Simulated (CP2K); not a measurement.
Band structure of NiAl (Pm-3m, 2 atoms in the cell).

```xyz
2
Lattice="2.9099 0.0000 0.0000 0.0000 2.9099 0.0000 0.0000 0.0000 2.9099" Properties=species:S:1:pos:R:3 pbc="T T T"
Al     1.4550     1.4550     1.4550
Ni     0.0000     0.0000     0.0000
```

Level of theory: CP2K 2026.2 with PBE, GPW, DZVP-MOLOPT-SR-GTH basis, GTH-PBE potentials (GTH_POTENTIALS).

Settings: CUTOFF = 600 Ry; REL_CUTOFF = 40 Ry; SMEAR/METHOD = GAUSSIAN; SIGMA = 0.1 eV; KPOINTS/SCHEME = MONKHORST-PACK 8 8 8; GAMMA_CENTERED = T; XC_FUNCTIONAL = PBE; Al/BASIS_SET = DZVP-MOLOPT-SR-GTH-q3; Al/POTENTIAL = GTH-PBE-q3; Ni/BASIS_SET = DZVP-MOLOPT-SR-GTH-q18; Ni/POTENTIAL = GTH-PBE-q18; METHOD = GPW; EPS_DEFAULT = 1e-10; EXTRAPOLATION = USE_GUESS.

The starting cell has typed, rounded lattice constants, without a prior relaxation at this level. Its lattice was rescaled by a random factor within 2.5 % of one. Spin polarisation is off. Values carry the incompleteness of an atom-centred basis.

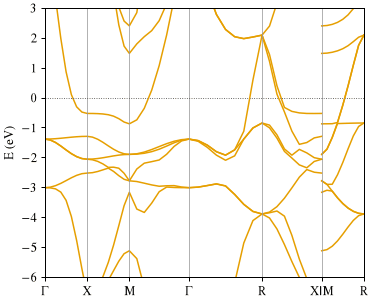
Fig. 1. Bands along the path, energies from the Fermi level.

Levels in eV from the Fermi level, bands 7 to 12:
```json
[
 {"point": "Γ", "7": "-3.01", "8": "-1.39", "9": "-1.39", "10": "-1.39", "11": "5.48", "12": "5.48"},
 {"point": "X", "7": "-2.53", "8": "-2.06", "9": "-2.06", "10": "-1.30", "11": "-0.53", "12": "8.38"},
 {"point": "M", "7": "-2.78", "8": "-2.78", "9": "-1.90", "10": "-1.90", "11": "-0.88", "12": "1.48"},
 {"point": "R", "7": "-3.89", "8": "-0.85", "9": "-0.85", "10": "2.09", "11": "2.09", "12": "2.09"}
]
```

Bands cross the Fermi level along this path, so the cell is metallic at this level.

Higher empty bands are left out: an atom-centred basis made for the valence describes them poorly.
